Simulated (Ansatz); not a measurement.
## How CaO (Lime, Fm-3m) expands on warming

Wanted: α(T), C_P(T) and B(T) of CaO (Lime) in the quasi-harmonic approximation.

What experiment has found for this phase:
- heat capacity C_P per formula unit 42.2 J/mol/K and bulk modulus 113 GPa near room temperature (given in “High-Throughput Prediction of Finite-Temperature Properties using the Quasi-Harmonic Approximation”, 2016, arXiv:1603.06924)

Method: DFT LDA, scalar-relativistic, plane waves, PAW, in Ansatz 0.2.0.

**1. The structure**

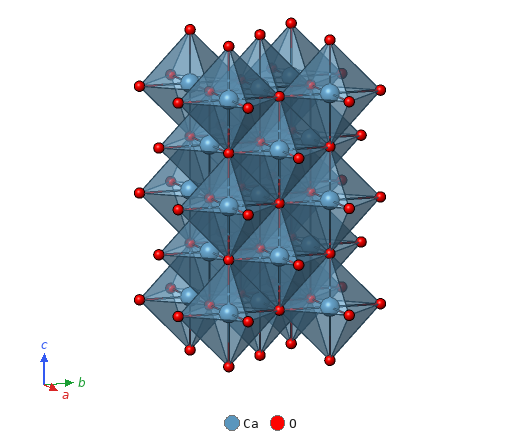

The cell as given, slightly off an axis (calcium blue, oxygen red). 1×1×2 cells are drawn. This picture shows the conventional cell, with its axes. Some periodic images of atoms are drawn too.

**2. Probe on a coarse mesh**

Before spending time, one coarse run tells the gap and the pressure of the starting cell.

input.yaml

```yaml
crystal:
  lattice:
    - [0.0, 2.4065, 2.4065]
    - [2.4065, 0.0, 2.4065]
    - [2.4065, 2.4065, 0.0]
  atoms:
    - { symbol: Ca, position: [0.0, 0.0, 0.0] }
    - { symbol: O, position: [0.5, 0.5, 0.5] }
kpoints:
  mp_grid: { grid: [6, 6, 6] }
hamiltonian:
  xc: lda
scf:
  occupations: { method: gaussian, width: 0.1 }
output:
  forces: true
  stress: true
  eigenvalues: true
```

Command:

```bash
ansatz run input.yaml --threads 8 --pin off --max-ram 16384MiB --backend cpu --events-out ev --progress --plain --runs-dir out
```

Numbers of over 12 decimals in the logs are rounded to 6 here.

The program printed:

```text
Engine: ansatz 0.2.0, x86_64-unknown-linux-gnu
Pseudopotentials: kind: paw
Pseudopotential: Ca, paw, valence charge 10, recommended cutoff 420 eV (normal), Ca.paw.azcp
Pseudopotential: O, paw, valence charge 6, recommended cutoff 420 eV (normal), O.paw.azcp
Functional definition: SPW92
  exchange = slater_x
  correlation = pw_c
Crystal: 2 atoms, lattice volume = 27.873 Å³
Basis set: ecut = 420 eV, 537 PW (Γ)
Bands: 12, of which v1, the nominal top of the filled ones, is band 8 counted from 1 (7 counted from 0)
Symmetry: 48 space group operations
Space group: Fm-3m (ITA 225), of the structure as read, at distance tolerance 3.0e-5 Å
k-points: 16 of 216
Non-local potential: Ca, projectors of the file, l = 0: 3, l = 1: 2, l = 2: 2
Non-local potential: O, projectors of the file, l = 0: 2, l = 1: 2, l = 2: 1
PAW form: soft (Blöchl's): semilocal exchange-correlation on the pseudo side does not see the compensation charge
PAW frozen core: Ca, regenerated for the run's functional, and the local potential with it (the file was generated under x = pbe(κ = 0.804, μ = 0.219515), c = pbe(β = 0.066725))
PAW frozen core: O, regenerated for the run's functional, and the local potential with it (the file was generated under x = pbe(κ = 0.804, μ = 0.219515), c = pbe(β = 0.066725))
PAW one-centre angular grid: Ca, 110 points (default); XC on 64 Gauss nodes
PAW one-centre angular grid: O, 110 points (default); XC on 64 Gauss nodes
Initial density: superposition of atomic densities (neutral atoms: chi_scale 0, normalization atom), corrected by the library's trained network
Initial wavefunctions: pseudopotential atomic-orbital guess
Functional: x = slater, c = lda
SCF iter   1: F=—  HF=-2331.614838 eV  |F-HF|=—  |Δ(HF+E_count)|=         —  Δρ=1.60e-2  dr2=6.97e-2  ethr=1.77e-3  ⟨swp⟩=6.8  Hψ=1305  notcnv=0
preconditioner: auto → none  [insulator: Δε(μ)=3.229 eV  Ē_g=17.769 eV  σ=0.100 eV  W_gap=1.00  n_scr=8 (ndim 8)  ℏωp=26.3 eV  f_vac=0.000  D(μ)=0.00/eV (n_scr^D=0)  ε∞_Penn≈3.2]
SCF iter   2: F=—  HF=-2331.596520 eV  |F-HF|=—  |Δ(HF+E_count)|=   1.83e-2  Δρ=3.68e-3  dr2=3.18e-3  ethr=4.36e-4  ⟨swp⟩=1.9  Hψ=349  notcnv=0
SCF iter   3: F=—  HF=-2331.595686 eV  |F-HF|=—  |Δ(HF+E_count)|=   8.33e-4  Δρ=1.09e-3  dr2=1.24e-4  ethr=1.99e-5  ⟨swp⟩=2.5  Hψ=289  notcnv=0
SCF iter   4: F=—  HF=-2331.595644 eV  |F-HF|=—  |Δ(HF+E_count)|=   4.29e-5  Δρ=1.37e-4  dr2=3.88e-6  ethr=7.74e-7  ⟨swp⟩=1.9  Hψ=252  notcnv=0
SCF iter   5: F=—  HF=-2331.595645 eV  |F-HF|=—  |Δ(HF+E_count)|=   1.48e-6  Δρ=1.89e-5  dr2=3.63e-8  ethr=2.42e-8  ⟨swp⟩=2.4  Hψ=326  notcnv=0
SCF iter   6: F=-2331.595645 eV  HF=-2331.595645 eV  |F-HF|=5.57e-9  |Δ(HF+E_count)|=   4.62e-9  Δρ=5.32e-6  dr2=6.28e-9  ethr=2.27e-10  ⟨swp⟩=2.0  Hψ=630  notcnv=0
SCF 1 converged in 6 iterations: F = -2331.595645 eV  dr2 = 6.28e-9
  greatest PAW one-centre occupation: 0.996 electrons in one spin orbital (limit 2), on the Ca atom at site 0 (counted from 0), in its partial waves of l = 0
SCF converged after 6 iterations
Free energy (F): -2331.595645 eV
Harris-Foulkes:  -2331.595645 eV  (|F-HF|=5.57e-9)
Internal energy: -2331.595645 eV  (E = F + TS)
E sigma→0 (E₀):  -2331.595645 eV
Fermi energy:    8.983737 eV
--- Per-component energies (eV) ---
  E_band       = -105.269771
  E_kinetic    = 453.449864
  E_local      = -894.814328  (includes V_loc(G=0)·N_el)
  E_nonlocal   = 116.720892
  E_hartree    = 293.695614
  E_xc         = -209.512001
  E_vxc        = -265.596607  (∫ρ·V_xc dr)
  E_paw        = -963.138357  (= ΣΔE_a)
  E_vpaw       = -102.421865  (= ΣTr[D̂ρ^β])
  E_aug_tail   = 0.002480  (compensation charges beyond the density's cutoff)
  E_ewald      = -1128.379897
  E_core_change = 0.380087  (= ΣΔE_core)
  E_smearing   = -0.000000  (= −TS)
  E_closure    = -0.000000  (closes the sum)
  Σ components = -2331.595645   (vs F -2331.595645, Δ=0.00e0)
--- Forces (eV/Å), atoms counted from 1 ---
  atom   1  Ca    -0.00000000     0.00000000     0.00000000
  atom   2  O      0.00000000    -0.00000000    -0.00000000
  max |Σ_I F_I| component: 1.88e-29 eV/Å
--- Stress (GPa, compression-positive) ---
       -7.385764      -0.000000       0.000000
       -0.000000      -7.385764       0.000000
       -0.000000       0.000000      -7.385764
  P = ⅓ Tr σ = -7.3858 GPa (-73.858 kbar)
--- Band table (eV; the first three rows and the last of 16) ---
  k-point 0: bands = [... 4 lower, -7.9608, 7.2399, 7.2399, 7.2399, 11.7717, 13.3572, 13.3572, 13.3572]
  k-point 1: bands = [... 4 lower, -7.5914, 6.3604, 6.8873, 6.8873, 12.8814, 13.3281, 13.8216, 13.8216]
  k-point 2: bands = [... 4 lower, -6.9973, 5.0828, 6.2903, 6.2903, 13.6539, 14.7892, 14.8929, 14.8929]
  k-point 15: bands = [... 4 lower, -7.4142, 6.0136, 6.1551, 6.4177, 12.1308, 14.8025, 15.5357, 16.7556]
```

It took 0.23 s on 8 threads of AMD EPYC 7R43, shared host; peak memory 0.31 GiB.

In the SCF lines HF is the Harris–Foulkes energy and dr2 the Hartree energy of the density residual, in eV; the loop may stop once dr2 is under the threshold and the program's other checks hold. Hψ counts applications of the Hamiltonian.

A gap read on the k-mesh alone can miss the band edges.

This step gave:

```
pressure          : -7.386 GPa
gap on the k-mesh : 3.488 eV
volume per atom   : 13.94 Å³/atom
```

The start is under -7.4 GPa at this level and looks like an insulator or semiconductor on this mesh.

**3. Relaxation**

The vibrations must be taken about the equilibrium of this functional, not about the starting cell, so the structure is relaxed.

input.yaml, the sections that differ from step 2:

```yaml
kpoints:
  mp_grid: { grid: [8, 8, 8] }
scf:
  occupations: { method: gaussian, width: 0.02 }
output:
  forces: true
  stress: true
  eigenvalues: true
  write_density: true
  write_potential: true
  elf: true
  volumetric_format: npy
relax:
  adjacent_minimum: "off"
  f_tol: 0.005
  max_steps: 80
  cell: { stress_tol: 0.05 }
# crystal, hamiltonian: as in step 2
```

The program printed:

```text
[...]
Crystal: 2 atoms, lattice volume = 27.873 Å³
Basis set: ecut = 420 eV, 537 PW (Γ)
Bands: 12, of which v1, the nominal top of the filled ones, is band 8 counted from 1 (7 counted from 0)
Symmetry: 48 space group operations
[...]
k-points: 29 of 512
[...]
SCF iter   1: F=—  HF=-2331.615303 eV  |F-HF|=—  |Δ(HF+E_count)|=         —  Δρ=1.62e-2  dr2=7.15e-2  ethr=1.77e-3  ⟨swp⟩=7.3  Hψ=2437  notcnv=0
[...]
SCF iter   6: F=-2331.596076 eV  HF=-2331.596076 eV  |F-HF|=1.62e-9  |Δ(HF+E_count)|=   6.24e-9  Δρ=2.89e-6  dr2=1.98e-9  ethr=1.35e-10  ⟨swp⟩=5.0  Hψ=1722  notcnv=0
SCF 1 converged in 6 iterations: F = -2331.596076 eV  dr2 = 1.98e-9
[...]
relax step   1: F+E_penalty+E_count = -2331.59607551 eV  Δ(F+E_penalty+E_count) = +0.000e0 eV  max|allowed force component| = 8.441e-29 eV/Å  Δτ_max = 0.0000 Å  P = -7.385 GPa  Ω = 27.873 Å³  (6 SCF iters, dr2 threshold 1.00e-7 eV, accepted)
Crystal: 2 atoms, lattice volume = 25.721 Å³
Basis set: ecut = 420 eV, 531 PW (Γ)
[...]
iter 1 solved again at ethr=2.03e-5 eV; its pass at ethr=3.10e-3 eV (dr2=3.25e-3 eV) is discarded
[...]
SCF iter   6: F=-2331.643220 eV  HF=-2331.643220 eV  |F-HF|=2.16e-10  |Δ(HF+E_count)|=   8.16e-8  Δρ=3.57e-6  dr2=1.04e-9  ethr=1.15e-9  ⟨swp⟩=5.2  Hψ=1882  notcnv=0
SCF 2 converged in 6 iterations: F = -2331.643220 eV  dr2 = 1.04e-9
relax step   2: F+E_penalty+E_count = -2331.64321976 eV  Δ(F+E_penalty+E_count) = -4.714e-2 eV  max|allowed force component| = 7.494e-30 eV/Å  Δτ_max = 0.0000 Å  P = +2.245 GPa  Ω = 25.721 Å³  energy of the carried Pulay correction = +8.206e-3 eV  (6 SCF iters, dr2 threshold 2.00e-7 eV, accepted)
Crystal: 2 atoms, lattice volume = 26.192 Å³
[...]
SCF iter   5: F=-2331.644296 eV  HF=-2331.644296 eV  |F-HF|=9.50e-10  |Δ(HF+E_count)|=   2.00e-7  Δρ=9.06e-6  dr2=7.28e-9  ethr=1.25e-9  ⟨swp⟩=8.0  Hψ=2367  notcnv=0
SCF 3 converged in 5 iterations: F = -2331.644296 eV  dr2 = 7.28e-9
relax step   3: F+E_penalty+E_count = -2331.64429595 eV  Δ(F+E_penalty+E_count) = -1.076e-3 eV  max|allowed force component| = 8.316e-30 eV/Å  Δτ_max = 0.0000 Å  P = -0.217 GPa  Ω = 26.192 Å³  energy of the carried Pulay correction = +6.352e-3 eV  (5 SCF iters, dr2 threshold 2.00e-7 eV, accepted)
[...]
relax step   4: F+E_penalty+E_count = -2331.64449013 eV  Δ(F+E_penalty+E_count) = -1.942e-4 eV  max|allowed force component| = 6.771e-30 eV/Å  Δτ_max = 0.0000 Å  P = -0.005 GPa  Ω = 26.150 Å³  energy of the carried Pulay correction = +6.517e-3 eV  (4 SCF iters, dr2 threshold 1.18e-7 eV, accepted)
[...]
relax step   5: F+E_penalty+E_count = -2331.63953459 eV  Δ(F+E_penalty+E_count) = +4.956e-3 eV  max|allowed force component| = 6.409e-30 eV/Å  Δτ_max = 0.0000 Å  P = -0.317 GPa  Ω = 26.150 Å³  stress off target by 3.17e-1 GPa  SCF on the basis re-selected at this cell (its energy is not comparable with the rows above)  (7 SCF iters)
[...]
relax step   6: F+E_penalty+E_count = -2331.63984682 eV  Δ(F+E_penalty+E_count) = -3.122e-4 eV  max|allowed force component| = 9.269e-30 eV/Å  Δτ_max = 0.0000 Å  P = +0.001 GPa  Ω = 26.087 Å³  energy of the carried Pulay correction = +2.498e-4 eV  (4 SCF iters, dr2 threshold 2.00e-7 eV, accepted)
[...]
SCF iter   1: F=—  HF=-2331.639769 eV  |F-HF|=—  |Δ(HF+E_count)|=         —  Δρ=1.28e-5  dr2=2.25e-8  ethr=2.30e-6  ⟨swp⟩=2.2  Hψ=3254  notcnv=0
eigensolver tolerance schedule: the retry pair's looser diagonalisation over-reported the residual by 16351.58 of it (diagonalisation noise at an unbounded share of the residual, at the tolerance the schedule requests for it); recorded, not acted on — ethr = c·dr2/N_el stays at c = 1.0e-1
[...]
SCF iter   2: F=—  HF=-2331.639767 eV  |F-HF|=—  |Δ(HF+E_count)|=   1.09e-6  Δρ=9.65e-6  dr2=2.21e-8  ethr=1.41e-10  ⟨swp⟩=2.7  Hψ=619  notcnv=0
[...]
SCF iter   5: F=-2331.639767 eV  HF=-2331.639767 eV  |F-HF|=1.50e-11  |Δ(HF+E_count)|=  2.96e-11  Δρ=2.76e-7  dr2=1.66e-11  ethr=1.00e-12  ⟨swp⟩=4.0  Hψ=1560  notcnv=0
SCF 7 converged in 5 iterations: F = -2331.639767 eV  dr2 = 1.66e-11
relax step   7: F+E_penalty+E_count = -2331.63976744 eV  Δ(F+E_penalty+E_count) = +7.938e-5 eV  max|allowed force component| = 7.428e-30 eV/Å  Δτ_max = 0.0000 Å  P = -0.007 GPa  Ω = 26.087 Å³  stress off target by 7.15e-3 GPa  SCF on the basis re-selected at this cell (its energy is not comparable with the rows above)  (5 SCF iters)
[...]
SCF converged after 5 iterations
Free energy (F): -2331.639767 eV
[...]
Internal energy: -2331.639767 eV  (E = F + TS)
E sigma→0 (E₀):  -2331.639767 eV
Fermi energy:    9.720034 eV
[...]
--- Stress (GPa, compression-positive) ---
       -0.007147      -0.000000      -0.000000
       -0.000000      -0.007147      -0.000000
       -0.000000       0.000000      -0.007147
  P = ⅓ Tr σ = -0.0071 GPa (-0.071 kbar)
--- Band table (eV; the first three rows and the last of 29) ---
  k-point 0: bands = [... 4 lower, -7.3324, 7.9948, 7.9948, 7.9948, 13.0830, 14.2648, 14.2648, 14.2648]
  k-point 1: bands = [... 4 lower, -7.0269, 7.4269, 7.7558, 7.7558, 13.7761, 14.2286, 14.5553, 14.5553]
  k-point 2: bands = [... 4 lower, -6.4520, 6.3513, 7.2496, 7.2496, 14.3158, 15.2637, 15.3212, 15.3212]
  k-point 28: bands = [... 4 lower, -6.5536, 6.5878, 6.9273, 6.9273, 14.3827, 14.3827, 16.8154, 17.9650]
--- Relaxed structure (5 steps of the walk, 5 accepted, 2 SCFs on fresh bases) ---
  F+E_penalty+E_count = -2331.63976744 eV   max|allowed force component| = 7.428e-30 eV/Å   (the final SCF, on the basis selected at the relaxed cell)
  cell:  # Å, volume = 26.0869 Å³
    - [0, 2.353951, 2.353951]
    - [2.353951, 0, 2.353951]
    - [2.353951, 2.353951, 0.0]
  atoms:
    - { symbol: Ca, position: [0, 0, 0] }
    - { symbol: O, position: [0.5, 0.5, 0.5] }
```

The job ended after 1.2 s (8 threads; peak memory 0.35 GiB).

The steps of the relaxation:

| step | energy less that of the first step (eV) | largest force component (eV/Å) | pressure (GPa) | volume (Å³) |
| --- | --- | --- | --- | --- |
| 1 | 0.0000 | 0.0000 | -7.38 | 27.87 |
| 2 | -0.0471 | 0.0000 | 2.25 | 25.72 |
| 3 | -0.0482 | 0.0000 | -0.22 | 26.19 |
| 4 | -0.0484 | 0.0000 | -0.01 | 26.15 |
| 5* | -0.0435 | 0.0000 | -0.32 | 26.15 |
| 6 | -0.0438 | 0.0000 | 0.00 | 26.09 |
| 7* | -0.0437 | 0.0000 | -0.01 | 26.09 |

Relaxation steps marked * repeat the geometry before them on a plane-wave basis chosen anew for their cell, so energy and pressure can jump there.

The run keeps the 48 symmetry operations that it works with, so distortions that break them were not tested.

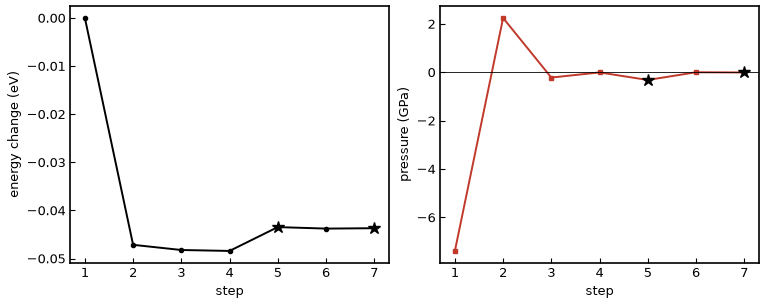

Energy and pressure along the relaxation. Stars mark steps on a basis chosen anew.

| conventional cell, symmetrised | before | after | change |
| --- | --- | --- | --- |
| a (Å) | 4.813 | 4.708 | -2.2 % |
| b (Å) | 4.813 | 4.708 | -2.2 % |
| c (Å) | 4.813 | 4.708 | -2.2 % |
| volume (Å³/atom) | 13.94 | 13.04 | -6.4 % |

The relaxed structure:

```xyz
2
Lattice="0.0000 2.3540 2.3540 2.3540 0.0000 2.3540 2.3540 2.3540 0.0000" Properties=species:S:1:pos:R:3 pbc="T T T"
Ca    0.0000    0.0000    0.0000
O     2.3540    2.3540    2.3540
```

This step gave:

```yaml
pressure: -0.007147 GPa
gap_on_the_k_mesh: 3.451 eV
volume_per_atom: 13.04 Å³/atom
```

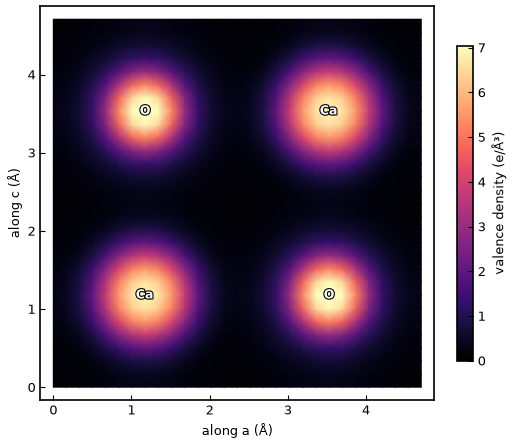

Valence density in the ac plane of the conventional cell at fractional y = 0.000, with atoms of Ca and O within 0.2 Å of it. It is the smooth field of the valence electrons, not physical close to the nuclei. The map starts off the cell's origin, so that atoms lie inside it.

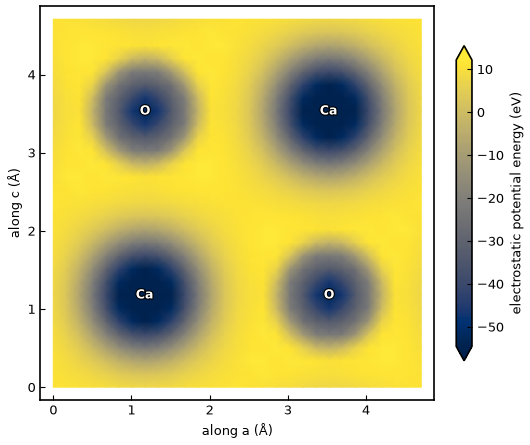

Electrostatic potential energy in the ac plane of the conventional cell at fractional y = 0.000, with atoms of Ca and O within 0.2 Å of it. With pseudopotentials it is smooth inside the atoms' cores, unlike the true potential. The map starts off the cell's origin, so that atoms lie inside it.

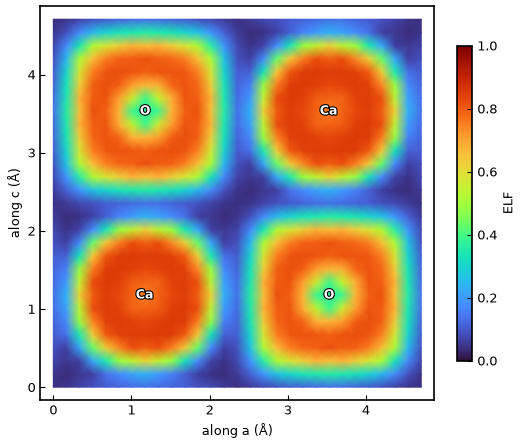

ELF in the ac plane of the conventional cell at fractional y = 0.000, with atoms of Ca and O within 0.2 Å of it. It is the smooth field of the valence electrons, not physical close to the nuclei. The map starts off the cell's origin, so that atoms lie inside it.

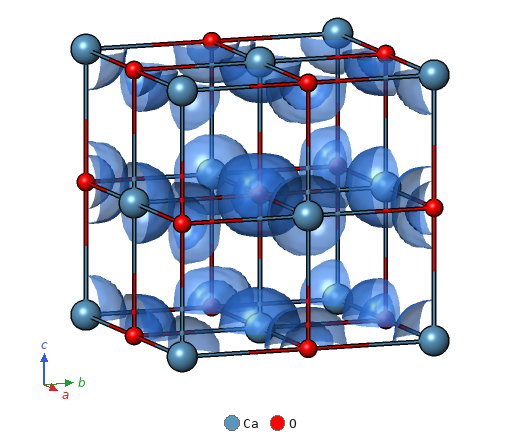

Surface of ELF = 0.78.

The relaxation ends with a pressure of -0.01 GPa.

**4. Relaxing to small residual forces and stress**

The relaxation is repeated with tighter thresholds on force and stress, since phonons are sensitive to what is left; a change of mesh or smearing in the input moves the cell too.

input.yaml

```yaml
crystal:
  lattice:
    - [0.0, 2.3539509319, 2.3539509319]
    - [2.3539509319, 0.0, 2.3539509319]
    - [2.3539509319, 2.3539509319, 0.0]
  atoms:
    - { symbol: Ca, position: [0.0, 0.0, 0.0] }
    - { symbol: O, position: [0.5, 0.5, 0.5] }
kpoints:
  mp_grid: { grid: [8, 8, 8] }
hamiltonian:
  xc: lda
scf:
  occupations: { method: fixed }
output:
  forces: true
  stress: true
  eigenvalues: true
relax:
  adjacent_minimum: "off"
  f_tol: 0.001
  max_steps: 60
  cell: { stress_tol: 0.01 }
```

The program printed:

```text
[...]
Crystal: 2 atoms, lattice volume = 26.087 Å³
Basis set: ecut = 420 eV, 531 PW (Γ)
Bands: 12, of which v1, the nominal top of the filled ones, is band 8 counted from 1 (7 counted from 0)
Symmetry: 48 space group operations
[...]
k-points: 29 of 512
[...]
k-point 28: bands = [... 4 lower, -6.5536, 6.5878, 6.9274, 6.9274, 14.3827, 14.3827, 16.8154, 17.9650]
--- Relaxed structure (1 steps of the walk, 1 accepted, 1 SCFs on fresh bases) ---
[...]
cell:  # Å, volume = 26.0869 Å³
    - [0.0, 2.3539509319, 2.3539509319]
    - [2.3539509319, 0.0, 2.3539509319]
    - [2.3539509319, 2.3539509319, 0.0]
  atoms:
    - { symbol: Ca, position: [0.0, 0.0, 0.0] }
    - { symbol: O, position: [0.5, 0.5, 0.5] }
[key lines of the parts left out:]
SCF converged after 6 iterations
Free energy (F): -2331.639767 eV
Fermi energy:    7.994775 eV
P = ⅓ Tr σ = -0.0071 GPa (-0.071 kbar)
```

It took 0.42 s on 8 threads; peak memory 0.31 GiB.

Little changed from the start: no atom moved by 0.005 Å and no cell edge by 0.1 %.

Numbers from this step:

```yaml
pressure: -0.007131 GPa
```

The residual pressure is -0.0071 GPa, small enough for phonons.

(Continued in part 2 of 4.)

[Logs are printed without paths, hosts, clocks, repeated set-up lines and the standing remarks that a program may print on its own settings, such as how far it seeks lower states.]

[Hosts, paths, dates, database ids (printed as entryN), source tags and the programs' standing remarks are cut or masked in the printed files.]

[A step with changed settings may run another functional than the one named; its input shows which.]
